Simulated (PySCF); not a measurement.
SMILES C[C](C)(C)[Ga]([OH])[OH] at its GFN2-xTB optimised geometry (Å):

```
18

Ga     0.3888    -0.6611     0.0000
O      2.1508    -0.6611     0.0000
H      2.7791     0.0548     0.0148
O     -0.2908    -2.2801    -0.0326
H      0.2525    -3.0659    -0.0552
C     -0.9961     0.9196     0.0000
C     -1.7264     0.9012    -1.3363
C     -1.9802     0.6628     1.1318
C     -0.2571     2.2352     0.1974
H     -2.5075     1.6637    -1.3457
H     -2.1914    -0.0708    -1.4977
H     -1.0392     1.0987    -2.1597
H     -2.4252    -0.3259     1.0244
H     -1.4823     0.7144     2.1003
H     -2.7791     1.4062     1.1107
H      0.2717     2.2449     1.1518
H      0.4678     2.3972    -0.6022
H     -0.9651     3.0659     0.1894
```

Level of theory: CAM-B3LYP/def2-SVP (PySCF). Cells within 0.4 Å of a nucleus heavier than hydrogen are left out (blank, or x).

Map of the deformation density (molecule minus spherical neutral atoms) (e/bohr³) on the plane z = 0.8 Å:

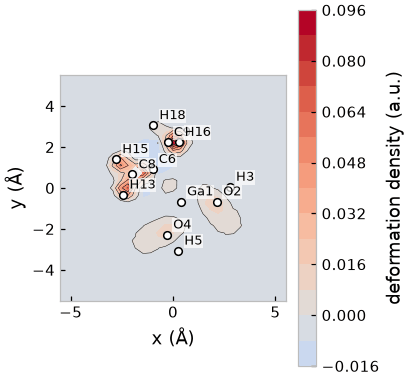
Deformation density (molecule minus spherical neutral atoms) (e/bohr³) on the plane z = 0.8 Å.
